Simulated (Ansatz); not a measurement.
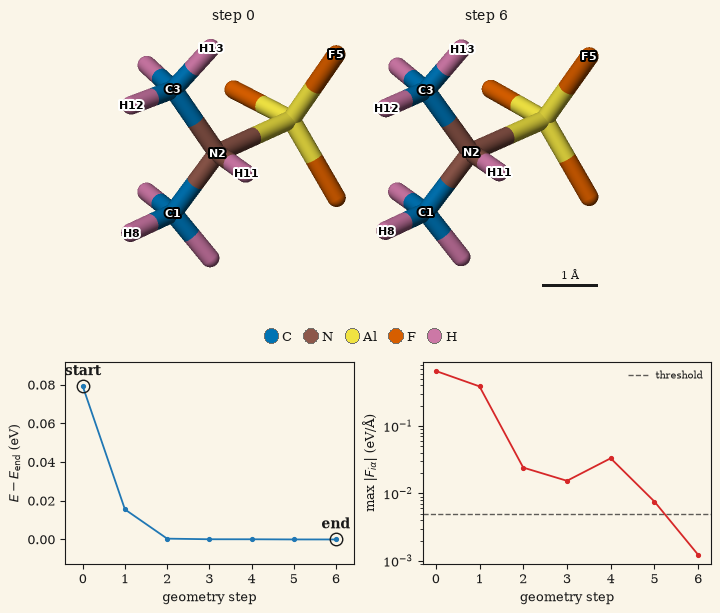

First and last geometry of a relaxation of C₂H₇AlF₃N, with the history of the run. The picture is a stick view, seen at a tilt.

The start comes from PBE-D4/def2-SVP.

Method: RKS PBE0-D4/def2-TZVP (Ansatz). (force threshold 0.005 eV/Å; at most 150 steps)

Question: Read the history and describe the run.

Answer: It converged. Over 6 geometry steps the energy falls by 0.079 eV. The largest force component goes from 0.66 to 0.0012 eV/Å. The atom that moves furthest after the best rigid fit is an F atom (0.079 Å). By element the largest moves are F 0.079 Å, H 0.063 Å, N 0.036 Å, C 0.021 Å, Al 0.007 Å. Among the contacts that change: Al–N 2.010 → 1.982 Å, Al–F 1.688 → 1.660 Å, C–H 1.110 → 1.093 Å, H–N 1.031 → 1.017 Å. The run took 54 s on 4 threads of Arm Neoverse V2, on a shared host.

```
step  E − E(0), eV  largest force component, eV/Å
   0        0.0000                         0.6572
   1       -0.0637                         0.3877
   2       -0.0788                         0.0242
   3       -0.0792                         0.0154
   4       -0.0792                         0.0333
   5       -0.0793                         0.0076
   6       -0.0793                         0.0012
```
